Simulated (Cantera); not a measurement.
Charge: 1 mol MgO, 0.51 mol F2, 0.37 mol N2, at 0.100 bar.

Cantera equilibrium calculation (NASA polynomials, part measured and part estimated; ideal gas, pure solids and liquids). Candidate condensed phases: Mg, MgF2, MgO; 24 gas species. Mutual solubility and eutectic melting of coexisting phases are not modelled. Kinetics and transport are ignored.

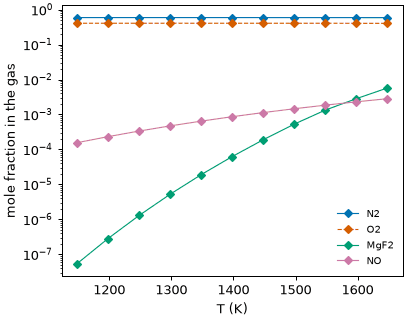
Figure. Equilibrium gas composition (values under 1e-9 drawn at 1e-9)

From 1148 K to 1498 K the condensed part is MgF2(s) + MgO(s). From 1548 K to 1648 K the condensed part is MgF2(l) + MgO(s). The main Mg-bearing gas is MgF2 throughout.
